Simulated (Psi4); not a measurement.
**UMP3/cc-pVTZ run of S2 (sulfur dimer)**

What is the vertical ionisation energy of S2 (sulfur dimer) at UMP3/cc-pVTZ? 

Program for the calculation: Psi4 1.11.

3 further runs of the same task are left out: 1 that didn't finish, 2 set aside as unsound or not needed.

## 1. The molecule

S2 has 2 atoms, charge 0, and is taken as a triplet. SMILES: `S=S`. Geometry: the measured bond length.

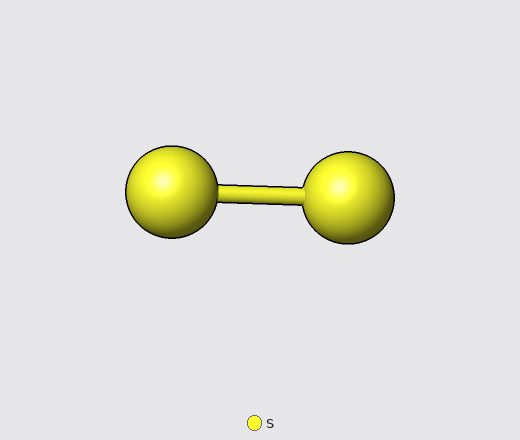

The structure, seen from a chosen angle (sulfur yellow).

## 2. The energy at UMP3/cc-pVTZ

job.dat

```
memory 1600 mb

molecule {
  0 3
  S
  S 1 r2

  r2 = 1.8892
  symmetry c1
}

set {
  basis cc-pVTZ
  reference uhf
  puream true
  e_convergence 1e-09
  d_convergence 1e-08
  scf_type pk
  num_frozen_docc 10
  maxiter 100
  mp_type conv
}

result, w = energy('mp3', return_wfn=True)
```

Launch:

```
psi4 -i job.dat -o job.out -n 1
```

job.out:

```text
[...]
  Running in c1 symmetry.
[...]
  Nuclear repulsion =   71.707265472962106
[...]
  Multiplicity = 3
[...]
  Nalpha       = 17
  Nbeta        = 15
[...]
    Number of basis functions: 68
[...]
   @UHF iter   1:  -795.07444870183235   -4.07243e-01   2.38393e-03 ADIIS/DIIS
[...]
   @UHF iter  11:  -795.09666326621277   -2.72848e-12   3.92587e-09 DIIS
[...]
   @S^2 Observed:                2.052162401E+00
[...]
    Orbital Energies [Eh]
    ---------------------
    Alpha Occupied:
       1A    -92.018363     2A    -92.018360     3A     -9.018329
       4A     -9.017973     5A     -6.704962     6A     -6.704962
       7A     -6.704891     8A     -6.704891     9A     -6.694850
      10A     -6.693854    11A     -1.113254    12A     -0.866389
      13A     -0.536091    14A     -0.536091    15A     -0.532571
      16A     -0.379534    17A     -0.379534
    Alpha Virtual:
      18A      0.131533    19A      0.319848    20A      0.365591
      21A      0.365591    22A      0.383768    23A      0.425940
      24A      0.425940    25A      0.431487    26A      0.446905
[...]
  @UHF Final Energy:  -795.09666326621277
   => Energetics <=
    Nuclear Repulsion Energy =             71.7072654729621064
    One-Electron Energy =               -1241.7797345546887300
    Two-Electron Energy =                 374.9758058155138656
    Total Energy =                       -795.0966632662127722
  UHF NO Occupations:
  HONO-2 :   15  A 1.9900900
  HONO-1 :   16  A 1.0000000
[...]
 Multipole Moments:
 ------------------------------------------------------------------------------------
     Multipole            Electronic (a.u.)      Nuclear  (a.u.)        Total (a.u.)
 ------------------------------------------------------------------------------------
 L = 1.  Multiply by 2.5417464519 to convert [e a0] to [Debye]
 Dipole X            :          0.0000000            0.0000000            0.0000000
 Dipole Y            :          0.0000000            0.0000000            0.0000000
 Dipole Z            :          0.0000000            0.0000000            0.0000000
 Magnitude           :                                                    0.0000000
[...]
	SCS-MP2 Total Energy (a.u.)        :  -795.39915279840659
	SOS-MP2 Total Energy (a.u.)        :  -795.39434216495408
[...]
	SOS-PI-MP2 Total Energy (a.u.)     :  -795.41724054178030
[...]
	MP2 Total Energy (a.u.)            :  -795.40877406531160
[...]
	SCS-MP3 Total Energy (a.u.)        :  -795.40587881934039
[...]
	MP3 Total Energy (a.u.)            :  -795.43567814904668
[...]
```

It took 25 s on 1 thread of Intel Xeon Platinum 8175M at 2.50GHz (Skylake/Cascade Lake), shared host; peak memory 0.42 GiB.

## 3. The doublet cation

input.dat

```
memory 1.6 GB

molecule system {
  1 2
  S      0.000000     0.000000     0.000000
  S      0.000000     0.000000     1.889200
  symmetry c1
  no_reorient
  no_com
}

set {
  basis cc-pVTZ
  reference uhf
  puream true
  e_convergence 1e-09
  d_convergence 1e-08
  scf_type pk
  num_frozen_docc 10
  maxiter 100
  mp_type conv
}

result, w = energy('mp3', return_wfn=True)
print_variables()
```

Launch:

```
psi4 -i input.dat -o output.dat -n 1
```

output.dat:

```text
[...]
  Running in c1 symmetry.
[...]
  Nuclear repulsion =   71.707265472962106
[...]
  Multiplicity = 2
[...]
  Nalpha       = 16
  Nbeta        = 15
[...]
    Number of basis functions: 68
[...]
   @UHF iter   1:  -794.70551821564322   -3.83127e-02   3.19291e-03 DIIS/ADIIS
[...]
   @UHF iter  11:  -794.74707320670996   -5.11591e-12   3.02658e-09 DIIS
[...]
   @S^2 Observed:                7.779104089E-01
[...]
    Orbital Energies [Eh]
    ---------------------
    Alpha Occupied:
       1A    -92.354864     2A    -92.354860     3A     -9.347348
       4A     -9.346924     5A     -7.034803     6A     -7.034734
       7A     -7.024290     8A     -7.024188     9A     -7.023891
      10A     -7.022889    11A     -1.393872    12A     -1.119949
      13A     -0.821723    14A     -0.814682    15A     -0.737125
      16A     -0.663323
    Alpha Virtual:
      17A     -0.320929    18A     -0.115529    19A      0.073721
      20A      0.121335    21A      0.121457    22A      0.148732
      23A      0.164978    24A      0.166476    25A      0.187028
[...]
  @UHF Final Energy:  -794.74707320670996
   => Energetics <=
    Nuclear Repulsion Energy =             71.7072654729621064
    One-Electron Energy =               -1231.6827858414112598
    Two-Electron Energy =                 365.2284471617392683
    Total Energy =                       -794.7470732067099561
  UHF NO Occupations:
  HONO-2 :   14  A 1.9974156
  HONO-1 :   15  A 1.9908352
[...]
 Multipole Moments:
 ------------------------------------------------------------------------------------
     Multipole            Electronic (a.u.)      Nuclear  (a.u.)        Total (a.u.)
 ------------------------------------------------------------------------------------
 L = 1.  Multiply by 2.5417464519 to convert [e a0] to [Debye]
 Dipole X            :         -0.0000000            0.0000000           -0.0000000
 Dipole Y            :          0.0000000            0.0000000            0.0000000
 Dipole Z            :        -55.3360942           57.1211295            1.7850353
 Magnitude           :                                                    1.7850353
[...]
	SCS-MP2 Total Energy (a.u.)        :  -795.06411659555567
	SOS-MP2 Total Energy (a.u.)        :  -795.06134196604069
[...]
	SOS-PI-MP2 Total Energy (a.u.)     :  -795.08551648598916
[...]
	MP2 Total Energy (a.u.)            :  -795.06966585458588
[...]
	SCS-MP3 Total Energy (a.u.)        :  -795.06903712952158
[...]
	MP3 Total Energy (a.u.)            :  -795.08934799044971
[...]
```

Wall time 26 s (1 thread of Intel Xeon Platinum 8175M at 2.50GHz (Skylake/Cascade Lake), shared host); peak memory 0.42 GiB.

## 4. Summary of results

Level: UMP3/cc-pVTZ, 10 core orbitals frozen.

```
                                                                  quantity          value
                                                  triplet S2: total energy  -795.43568 Eh
    triplet S2: HOMO energy (Hartree–Fock orbitals) (highest over α and β)      -10.33 eV
     triplet S2: LUMO energy (Hartree–Fock orbitals) (lowest over α and β)        0.33 eV
                  triplet S2: correlation energy (10 core orbitals frozen)     -339.0 mEh
                             triplet S2: ⟨S²⟩ of the reference determinant          2.052
                                              doublet cation: total energy  -795.08935 Eh
doublet cation: HOMO energy (Hartree–Fock orbitals) (highest over α and β)      -18.05 eV
 doublet cation: LUMO energy (Hartree–Fock orbitals) (lowest over α and β)       -8.73 eV
              doublet cation: correlation energy (10 core orbitals frozen)     -342.3 mEh
                         doublet cation: ⟨S²⟩ of the reference determinant          0.778
                        vertical ionisation energy (to the doublet cation)       9.424 eV
```

In words: Removing an electron at fixed nuclei costs 9.42 eV (217 kcal/mol).
